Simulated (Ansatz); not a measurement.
GeNH5: nudged elastic band

The run: nudged elastic band of GeNH5, SMILES [NH2][GeH3]. Method and program: RKS B3LYP/def2-SVP (Ansatz 0.2.0).

It belongs to a series of runs on one base structure; here: band between the two ends. Figures and captions count atoms from 1; the log counts them from 0 in places.

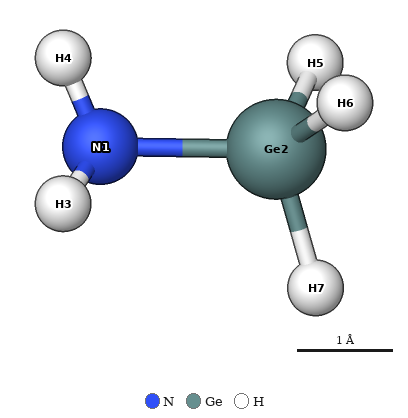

Fig. 1: The structure as given in the input (ball-and-stick view, seen at a tilt; atoms are numbered from 1 in the order of the input). Sticks mark near contacts. Bond lengths as drawn: Ge–H 1.54 to 1.55 Å, Ge–N 1.85 Å and H–N 1.02 Å.

**Input**
```yaml
crystal:
  periodic: [false, false, false]
  atoms:
    - { symbol: "N", position_ang: [-0.107191, -1.16785, -0.098681] }
    - { symbol: Ge, position_ang: [0.156461, 0.664094, -0.108048] }
    - { symbol: H, position_ang: [0.365627, -1.649031, 0.66533] }
    - { symbol: H, position_ang: [-1.088913, -1.441187, -0.078339] }
    - { symbol: H, position_ang: [-0.576291, 1.21225, -1.348597] }
    - { symbol: H, position_ang: [-0.364037, 1.416702, 1.148403] }
    - { symbol: H, position_ang: [1.675744, 0.897122, -0.225768] }
basis:
  gaussian: { orbitals: def2-SVP }
hamiltonian:
  xc: b3lyp
neb:
  order_check: false
  images: 7
  f_tol: 0.03
  max_iterations: 60
  initial_path: idpp
  final_atoms:
    - { symbol: "N", position_ang: [-0.46544546, -1.07248996, 0.0888255] }
    - { symbol: Ge, position_ang: [0.12319721, 0.67279753, -0.09310816] }
    - { symbol: H, position_ang: [-0.07621347, -1.70983534, -0.60502838] }
    - { symbol: H, position_ang: [-0.29330499, -1.47123466, 1.01119625] }
    - { symbol: H, position_ang: [-0.27308288, 1.13455999, -1.50959942] }
    - { symbol: H, position_ang: [-0.60811899, 1.50179295, 0.98144108] }
    - { symbol: H, position_ang: [1.65436858, 0.87650949, 0.08057314] }
```

Run on 1 thread of Intel Xeon (Sapphire Rapids), 192 GiB of memory available, shared host.

Launch command:
```bash
ansatz run input.yaml --threads 1 --pin off --max-ram 2048MiB --backend cpu --events-out ev --progress --plain --runs-dir out
```

**What the program printed**
```
Engine: ansatz 0.2.0, x86_64-unknown-linux-gnu
Functional definition: B3LYP
  parameter a0 = 0.2
  parameter ax = 0.72
  parameter ac = 0.81
  exchange = (1 - a0 - ax)*slater_x + ax*b88_x + a0*exact_x
  correlation = (1 - ac)*vwn_rpa_c + ac*lyp_c
774 factors; integrals over basis functions are off by at most 3.7e-4 eV
mean field evaluation 1: about -58076.8432 eV, gradient 5.5e1 eV
mean field evaluation 2: about -58063.0899 eV, gradient 9.1e1 eV
mean field evaluation 4: about -58082.6846 eV, gradient 2.2e0 eV
mean field evaluation 8: about -58082.6993 eV, gradient 2.1e-2 eV
mean field -58082.69926857 eV, -2134.4998282522 hartree, gradient 9.0e-6 eV, S^2 0.000000; 0 other end points of the search recorded, 0 dependent functions left out
the calculation of the forces begins
reference -58082.69949933 eV, -2134.4998367328 hartree; 22, 22 occupied and 49, 49 virtual orbitals, 774 factors
774 factors; integrals over basis functions are off by at most 7.1e-4 eV
mean field evaluation 16: about -58063.0822 eV, gradient 9.1e1 eV
mean field -58082.69919569 eV, -2134.4998255740 hartree, gradient 1.0e-5 eV, S^2 0.000000; 0 other end points of the search recorded, 0 dependent functions left out
[... from here on the field's lines of each further geometry are left out, up to the last ...]
NEB iter   1: max|band force component| = 6.868e-1 eV/Å  barrier→ = 0.0905 eV  barrier← = 0.0904 eV  Δτ_max = 0.1400 Å  (204 SCF iters)
NEB iter   2: max|band force component| = 3.145e-1 eV/Å  barrier→ = 0.0544 eV  barrier← = 0.0543 eV  CI = image 4  Δτ_max = 0.0216 Å  (161 SCF iters)
NEB iter   3: max|band force component| = 2.234e-1 eV/Å  barrier→ = 0.0481 eV  barrier← = 0.0480 eV  CI = image 4  Δτ_max = 0.0232 Å  (168 SCF iters)
NEB iter   4: max|band force component| = 7.618e-2 eV/Å  barrier→ = 0.0446 eV  barrier← = 0.0445 eV  CI = image 4  Δτ_max = 0.0071 Å  (164 SCF iters)
NEB iter   5: max|band force component| = 5.465e-2 eV/Å  barrier→ = 0.0441 eV  barrier← = 0.0440 eV  CI = image 4  Δτ_max = 0.0085 Å  (145 SCF iters)
the calculation of the forces begins
reference -58082.69363159 eV, -2134.4996210970 hartree; 22, 22 occupied and 49, 49 virtual orbitals, 774 factors
774 factors; integrals over basis functions are off by at most 3.5e-4 eV
mean field -58082.65532856 eV, -2134.4982134867 hartree, gradient 3.7e-5 eV, S^2 0.000000; 1 other end points of the search recorded, 0 dependent functions left out
the calculation of the forces begins
reference -58082.65555750 eV, -2134.4982219001 hartree; 22, 22 occupied and 49, 49 virtual orbitals, 774 factors
NEB iter   6: max|band force component| = 2.189e-2 eV/Å  barrier→ = 0.0439 eV  barrier← = 0.0439 eV  CI = image 4  Δτ_max = 0.0000 Å  (320 SCF iters)
```

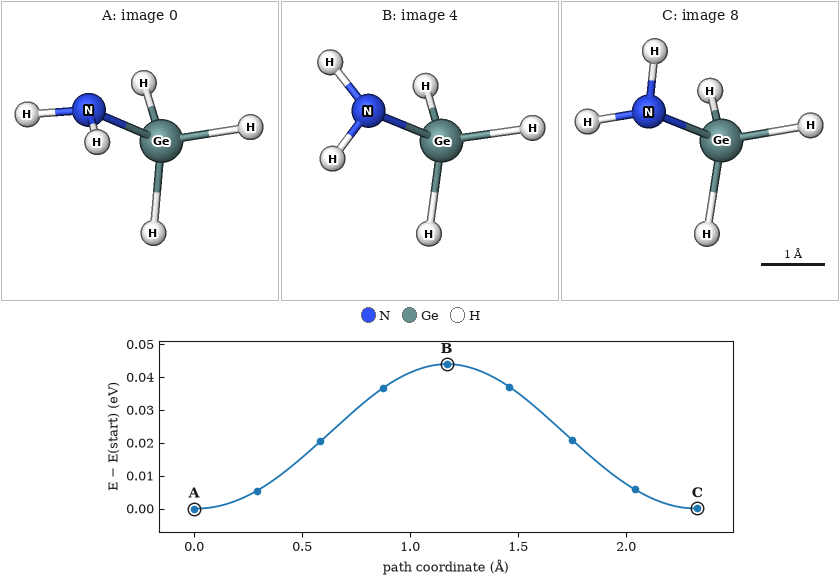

Fig. 2: Images of the last band (counted from 0; ball-and-stick, seen at a tilt) above the energy along the path; the line is a cubic interpolation that uses the forces. The highest image is number 4, 0.044 eV above the start and 0.044 eV above the end (the climbing image); start and end have the same energy. The path is 2.33 Å long. The band converged in 6 iterations.

```
Total energy: -58082.65555750 eV, -2134.4982219001 hartree
Atom 0 at    -0.326970    -1.130244    -0.073573 Å, force    -0.000322    -0.009262     0.002895 eV/Å
Atom 1 at     0.133434     0.661857    -0.146065 Å, force     0.005414     0.019637     0.001956 eV/Å
Atom 2 at     0.468180    -1.757511     0.026982 Å, force    -0.004796    -0.006677     0.000920 eV/Å
Atom 3 at    -1.003020    -1.354457     0.653423 Å, force     0.000295    -0.007722    -0.001509 eV/Å
Atom 4 at    -0.282946     1.264374    -1.504806 Å, force    -0.000108     0.000577    -0.001558 eV/Å
Atom 5 at    -0.591054     1.433440     0.981581 Å, force    -0.000742     0.002152    -0.000681 eV/Å
Atom 6 at     1.663776     0.814641     0.016758 Å, force     0.000259     0.001295    -0.002023 eV/Å
Dipole moment:     0.069340    -0.107000     0.231459 e Å
this run last wrote the band of iteration 6 to [file]
```

**The last band as extended XYZ (Å, eV, eV/Å)**
```
7
Properties=species:S:1:pos:R:3:forces:R:3 image=0 energy=-58082.69927
N    -0.1072   -1.1679   -0.0987   -0.0032  -0.0007  -0.0021
Ge    0.1565    0.6641   -0.1080    0.0031   0.0113  -0.0013
H     0.3656   -1.6490    0.6653    0.0012  -0.0019   0.0027
H    -1.0889   -1.4412   -0.0783   -0.0011  -0.0038   0.0020
H    -0.5763    1.2123   -1.3486    0.0011   0.0004   0.0002
H    -0.3640    1.4167    1.1484   -0.0007  -0.0044  -0.0012
H     1.6757    0.8971   -0.2258   -0.0004  -0.0008  -0.0003
7
Properties=species:S:1:pos:R:3:forces:R:3 image=1 energy=-58082.69379
N    -0.1595   -1.1609   -0.1113    0.0087  -0.0024   0.0014
Ge    0.1416    0.6658   -0.1198    0.0019   0.0004   0.0001
H     0.4550   -1.6665    0.5251   -0.0080   0.0030   0.0204
H    -1.1189   -1.4299    0.1030   -0.0023  -0.0007  -0.0240
H    -0.5039    1.2486   -1.3931   -0.0089  -0.0032   0.0048
H    -0.4247    1.4271    1.1101    0.0076   0.0003   0.0066
H     1.6718    0.8480   -0.1597    0.0011   0.0026  -0.0093
7
Properties=species:S:1:pos:R:3:forces:R:3 image=2 energy=-58082.67883
N    -0.2162   -1.1528   -0.1080    0.0135  -0.0079   0.0001
Ge    0.1328    0.6655   -0.1313    0.0015   0.0032   0.0011
H     0.5048   -1.6923    0.3676   -0.0039   0.0063   0.0339
H    -1.1163   -1.4098    0.2941   -0.0101  -0.0021  -0.0372
H    -0.4281    1.2704   -1.4350   -0.0139  -0.0015   0.0059
H    -0.4830    1.4342    1.0676    0.0127   0.0021   0.0104
H     1.6674    0.8169   -0.1007    0.0003  -0.0001  -0.0143
7
Properties=species:S:1:pos:R:3:forces:R:3 image=3 energy=-58082.66249
N    -0.2727   -1.1429   -0.0941    0.0119  -0.0152   0.0022
Ge    0.1305    0.6638   -0.1408    0.0012   0.0142   0.0026
H     0.5095   -1.7246    0.1987    0.0008   0.0018   0.0247
H    -1.0775   -1.3823    0.4818   -0.0122  -0.0027  -0.0277
H    -0.3540    1.2755   -1.4722   -0.0097   0.0016   0.0023
H    -0.5393    1.4347    1.0240    0.0088   0.0033   0.0083
H     1.6648    0.8080   -0.0431   -0.0008  -0.0031  -0.0124
7
Properties=species:S:1:pos:R:3:forces:R:3 image=4 energy=-58082.65533
N    -0.3270   -1.1302   -0.0736   -0.0003  -0.0093   0.0029
Ge    0.1334    0.6619   -0.1461    0.0054   0.0196   0.0020
H     0.4682   -1.7575    0.0270   -0.0048  -0.0067   0.0009
H    -1.0030   -1.3545    0.6534    0.0003  -0.0077  -0.0015
H    -0.2829    1.2644   -1.5048   -0.0001   0.0006  -0.0016
H    -0.5911    1.4334    0.9816   -0.0007   0.0022  -0.0007
H     1.6638    0.8146    0.0168    0.0003   0.0013  -0.0020
7
Properties=species:S:1:pos:R:3:forces:R:3 image=5 energy=-58082.66221
N    -0.3785   -1.1139   -0.0489   -0.0058  -0.0169   0.0097
Ge    0.1398    0.6609   -0.1452    0.0029   0.0219   0.0024
H     0.3846   -1.7820   -0.1385   -0.0145  -0.0064  -0.0277
H    -0.8975   -1.3390    0.7973    0.0166  -0.0012   0.0189
H    -0.2148    1.2368   -1.5324    0.0094  -0.0030  -0.0057
H    -0.6351    1.4381    0.9410   -0.0092   0.0031  -0.0077
H     1.6629    0.8310    0.0809    0.0005   0.0025   0.0102
7
Properties=species:S:1:pos:R:3:forces:R:3 image=6 energy=-58082.67835
N    -0.4250   -1.0957   -0.0185   -0.0090  -0.0071   0.0106
Ge    0.1452    0.6617   -0.1376    0.0004   0.0099   0.0018
H     0.2697   -1.7888   -0.2917   -0.0215  -0.0013  -0.0334
H    -0.7667   -1.3432    0.9083    0.0278  -0.0022   0.0206
H    -0.1487    1.1931   -1.5557    0.0124  -0.0080  -0.0052
H    -0.6719    1.4581    0.9003   -0.0103   0.0045  -0.0095
H     1.6588    0.8468    0.1492    0.0002   0.0043   0.0151
7
Properties=species:S:1:pos:R:3:forces:R:3 image=7 energy=-58082.69340
N    -0.4639   -1.0777    0.0192   -0.0045  -0.0007   0.0079
Ge    0.1478    0.6638   -0.1239   -0.0013   0.0036   0.0015
H     0.1344   -1.7734   -0.4244   -0.0163   0.0022  -0.0191
H    -0.6201   -1.3705    0.9826    0.0203  -0.0047   0.0087
H    -0.0856    1.1335   -1.5740    0.0079  -0.0076  -0.0022
H    -0.7013    1.4981    0.8555   -0.0062   0.0051  -0.0064
H     1.6502    0.8583    0.2193    0.0000   0.0021   0.0097
7
Properties=species:S:1:pos:R:3:forces:R:3 image=8 energy=-58082.69920
N    -0.4959   -1.0569    0.1034    0.0002  -0.0021  -0.0091
Ge    0.1432    0.6675   -0.1051    0.0139   0.0068   0.0111
H    -0.1152   -1.7187   -0.5720   -0.0040  -0.0095   0.0120
H    -0.3473   -1.4413    1.0359    0.0021  -0.0009  -0.0130
H    -0.2211    1.1110   -1.5360   -0.0099   0.0001   0.0067
H    -0.5793    1.5380    0.9423   -0.0005   0.0058  -0.0102
H     1.6770    0.8327    0.0858   -0.0018  -0.0003   0.0024
```

**Key numbers**

- outcome: converged
- barrier, forward: 0.044 eV
- barrier, backward: 0.044 eV
- wall time: 99 s
- peak memory: 0.24 GiB

**Remarks**

The order of the saddle point was not checked.
